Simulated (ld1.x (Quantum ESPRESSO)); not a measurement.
Nd: pseudopotential generation (part 2 of 2)

Continued. System: neodymium (Nd, Z = 60), core [Kr] 4d10 4f3, reference valence 5s2 5p6 5d1 6s1 6p0 (an ion of charge +1), valence charge 11. Method: TM potential, PBE, scalar-relativistic, made with ld1.x (Quantum ESPRESSO) 7.5.

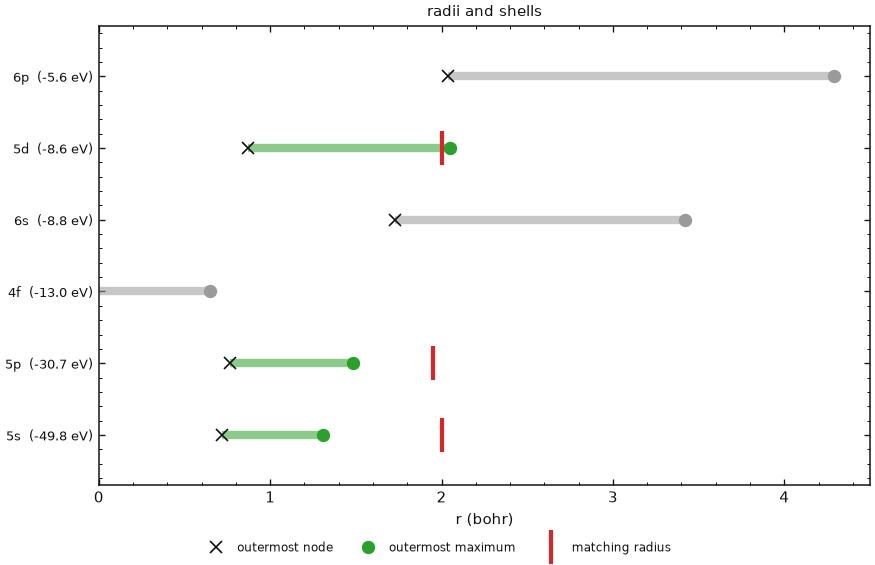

**Figure 2.** Outer shells of the all-electron reference atom: each bar runs from the outermost node (or the nucleus) to the outermost maximum of u(r); the tick is the radius chosen for the pseudo-wave. Shells without a tick have no pseudo-wave of their own. Levels, nodes and maxima are from ld1.x, scalar-relativistic.

- Radii against the shells: 5s: 2.00 bohr, outside the maximum; 5p: 1.95 bohr, outside the maximum; 5d: 2.00 bohr, between node and maximum.

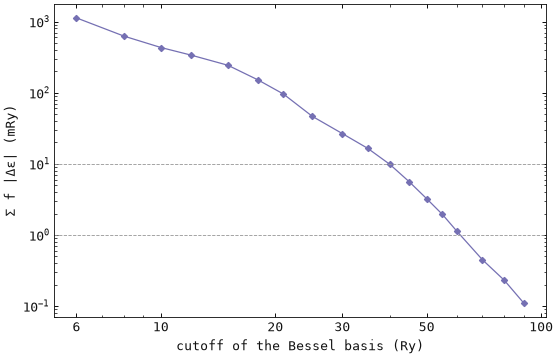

**Figure 3.** The pseudo-atom Hamiltonian at the reference potential is diagonalised in spherical Bessel functions (20 bohr box) up to the cutoff. Curve: occupation-weighted sum of the valence levels' distances from their values at 400 Ry.

- Cutoffs for 10 and 1 mRy in the occupation-weighted sum of levels: 40 Ry and 70 Ry, on the ladder of cutoffs that was run.
- Error at 80 Ry: about 0.23 mRy.

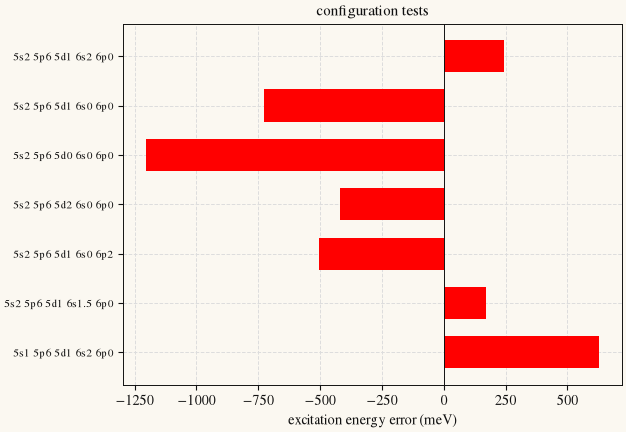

**Figure 4.** Errors, all-electron minus pseudo, of the energies of valence configurations relative to the unpolarised reference 5s2 5p6 5d1 6s1 6p0.

- Worst configuration: 5s2 5p6 5d0 6s0 6p0 (charge +3): the error is -1205 meV on an all-electron energy of +30.93 eV relative to the reference, or 3.9 %. Note that the pseudo-atom misses its own reference levels by up to 0.45 eV.
- Configurations within 10 meV and within 50 meV: 0 and 0 of 7.
- Errors in meV: 5s2 5p6 5d1 6s2 6p0: +243; 5s2 5p6 5d1 6s0 6p0: -727; 5s2 5p6 5d0 6s0 6p0: -1205; 5s2 5p6 5d2 6s0 6p0: -420; 5s2 5p6 5d1 6s0 6p2: -506; 5s2 5p6 5d1 6s1.5 6p0: +170; 5s1 5p6 5d1 6s2 6p0: +630.

Input:
```
 &input
   title='Nd', zed=60., rel=1, dft='PBE', iswitch=3,
   config='[Xe] 4f3 5d1 6s1 6p0',
   nld=3, rlderiv=2.20, eminld=-6.0, emaxld=5.0, deld=0.02
 /
 &inputp
   pseudotype=2, tm=.true., lloc=-2, rcloc=1.55,
   nlcc=.true.,
   file_pseudopw='Nd.UPF', file_wfcaegen='ae.wfc', file_wfcncgen='nc.wfc', file_beta='beta', file_chi='chi'
 /
3
5S  1  0   2.00   0.00  2.00  2.00  0.0
5P  2  1   6.00   0.00  1.95  1.95  0.0
5D  3  2   1.00   0.00  2.00  2.00  0.0
 &test
   configts(1)='5s2 5p6 5d1 6s1 6p0'
 /
```

Input of the test run:
```
 &input
   title='Nd', zed=60., rel=1, dft='PBE', iswitch=2,
   config='[Xe] 4f3 5d1 6s1 6p0'
 /
 &test
   file_pseudo='Nd.UPF', nconf=8,
   configts(1)='5s2 5p6 5d1 6s1 6p0',
   configts(2)='5s2 5p6 5d1 6s2 6p0',
   configts(3)='5s2 5p6 5d1 6s0 6p0',
   configts(4)='5s2 5p6 5d0 6s0 6p0',
   configts(5)='5s2 5p6 5d2 6s0 6p0',
   configts(6)='5s2 5p6 5d1 6s0 6p2',
   configts(7)='5s2 5p6 5d1 6s1.5 6p0',
   configts(8)='5s1 5p6 5d1 6s2 6p0'
 /
```

Command:
```bash
ld1.x < Nd.in > Nd.out
```

Summary:

- outcome: generated; the pseudo-atom misses its reference levels by up to 0.45 eV (6s, which has no pseudo-wave of its own)
- reference test: the pseudo-atom misses its own reference levels by up to 0.45 eV
- cutoffs needed: 40 Ry and 70 Ry (the cutoffs, on a coarse ladder, from which the occupation-weighted sum of valence levels, in a spherical-Bessel basis at the reference potential, stays within 10 and 1 mRy of its value at 400 Ry); ghost states and empty shells don't enter this sum
- ghost test: no ghost state below the valence levels in the s, p, d, f channels (spherical-Bessel basis up to 400 Ry, 20 bohr box)
- largest excitation error: -1205 meV (all-electron minus pseudo) for 5s2 5p6 5d0 6s0 6p0, out of 7 test configurations
- range over which the phases arctan(r u′/u) at the test radius agree within 0.05 rad (a looser test near the poles than one of phase shifts): s: up to about -0.7 Ry; p: up to about 1.7 Ry; d: up to about 3.8 Ry
- hardware: 1 CPU thread, shared host
- wall time: 1.6 s

Remarks:

An excitation error of 1205 meV in its own tests makes this a poorly transferable potential. The open f shell is frozen into the core, so the potential fits one valence alone and carries no f magnetism.
